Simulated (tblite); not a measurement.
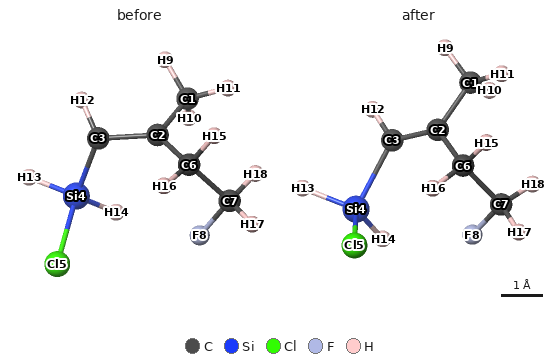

The structure of C5H10ClFSi (charge +1, multiplicity 2) before (left) and after (right) a relaxation, at one scale.

Style: ball-and-stick. Shown at a tilt.

These are results of GFN2-xTB geometry optimisation, gas phase (tblite 0.8.0), not measurements. 

Describe what moved and what it gained.

The largest move after the best rigid fit is that of Cl5, 1.02 Å. By element the largest moves are Cl 1.02 Å, H 0.98 Å, C 0.78 Å, Si 0.36 Å, F 0.33 Å. Some distances before and after: C2–C3 1.490 → 1.336 Å, Si4–Cl5 2.100 → 2.000 Å, C3–Si4 1.862 → 1.957 Å, C1–H9 1.127 → 1.088 Å. Among the angles between lasting bonds that change: C2–C3–Si4 113.1° → 128.4°, H13–Si4–H14 107.0° → 116.8°, C2–C3–H12 110.8° → 120.5°. Groups turn about C2–C6 by about 20°. Over 98 geometry steps the energy falls by 125.8 kJ/mol. The run took 3.3 s on 1 thread of AMD EPYC, on a shared host.
